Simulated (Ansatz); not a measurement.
# C2H8GeN2: what the fields show

```xyz
13

C    -0.0958    1.0610    0.5327
N     0.4010   -0.1941    0.0421
C     1.6790   -0.5504    0.6042
Ge   -0.3830   -1.3760   -1.1278
N    -1.9923   -0.5446   -1.3878
H    -0.9704    1.3909   -0.0285
H    -0.3718    1.0104    1.5959
H     0.6654    1.8470    0.4326
H     1.6299   -0.6566    1.6973
H     2.4427    0.2083    0.3829
H     2.0221   -1.5037    0.1927
H    -2.3666    0.2635   -0.9173
H    -2.6601   -0.9556   -2.0192
```

Geometry: PBE0-D4/def2-TZVP.

Computed with Ansatz, RKS PBE0-D4/def2-TZVPP.

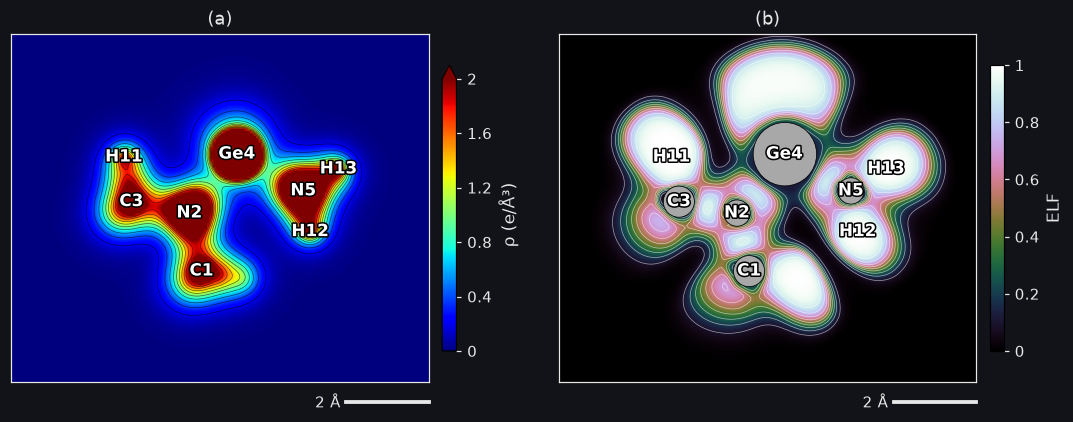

Figure 1. (a) total electron density; (b) electron localisation function on the plane of atoms N2, Ge4 and N5. Grey discs cover the atomic cores in the ELF map.

Q: Read the bonding off the picture.

A:
- Atoms in the plane: C, N, Ge and H.
- C–N (1.44 Å): the density is about 2 e/Å³ at the midpoint; the ELF peaks at about 0.90 between the atoms (localised, covalent bonding).
- Ge–N (1.83 Å): ρ at the midpoint is about 0.95 e/Å³; the ELF peaks at about 0.90 in the valence shell of N, 0.6 Å from its nucleus, and is about 0.45 at the midpoint.
- N–H (1.01 Å): ρ at the midpoint is about 2.9 e/Å³; the ELF climbs to about 1 towards the hydrogen, as it does in any bond to H; an ordinary covalent bond to hydrogen.
- C–H (1.09 Å): ρ at the midpoint is about 2 e/Å³; the ELF climbs to about 1 towards the hydrogen: an ordinary covalent bond to hydrogen.

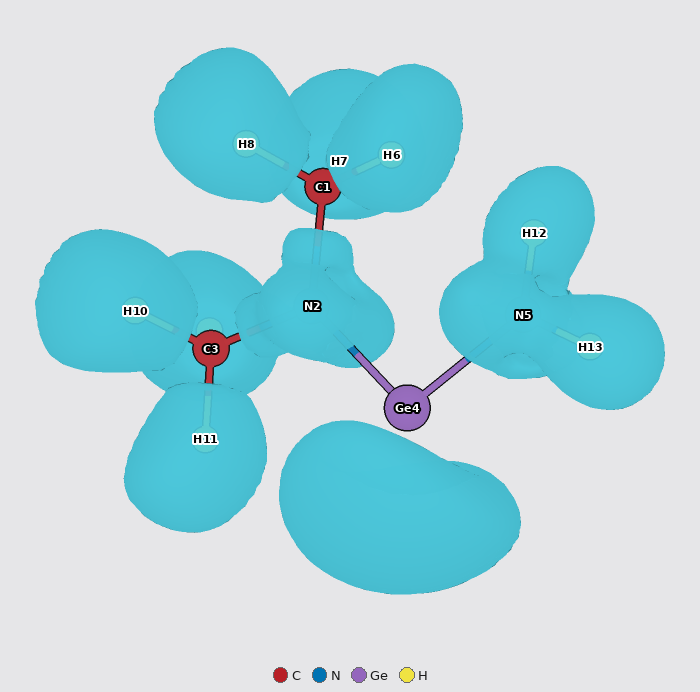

Figure 2. Isosurface of the ELF at 0.75 (cyan), seen at a tilt. Only the valence region is drawn (cores and ρ < 0.01 e/Å³ removed).

Q: Where are the electrons localised?

A: At this value the surface marks out six regions around hydrogen nuclei, one region on N in which the atom's valence shell and bonds are merged, one lobe on Ge, pointing away from the bonds (lone pairs) and one joined region spread over several atoms (H, N), in which their bonds and any lone pairs are merged.

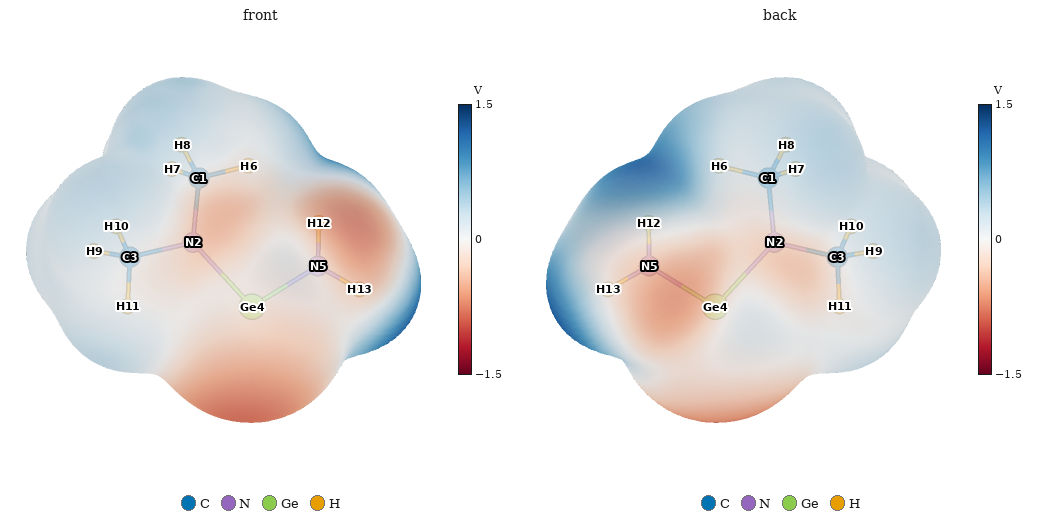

Figure 3. The electrostatic potential painted on the density surface at 0.001 e/bohr³, seen from the front and from behind; the colour scale runs from red (negative) to blue (positive).

Q: Where is the surface potential most negative and most positive?

A: The most negative region (about −0.8 V, or −18 kcal/mol for a unit charge) lies over Ge4, the most positive (about +1.2 V, or +28 kcal/mol for a unit charge) over H12 and H13.
